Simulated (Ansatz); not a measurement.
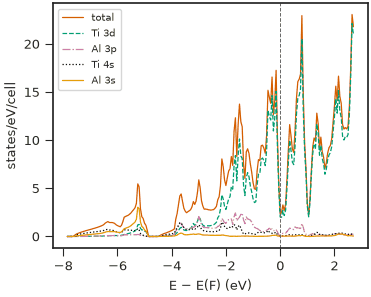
Total and projected density of states of Ti₃Al in space group P6_3/mmc (No. 194; Ti on 6h, Al on 2c), PBE (plane waves, PAW; program Ansatz)

Problem. Which orbitals carry the states next to the Fermi level?

Solution. Within 0.5 eV of the Fermi level: Ti 3d 86 %, Al 3p 6 %. Projections are on Löwdin-orthogonalised atomic valence shells; empty p or d shells of many metals are not among them.

The PBE relaxation kept the symmetry of its start. The run is not spin-polarised.

Potentials: the later of the program's two PAW sets.
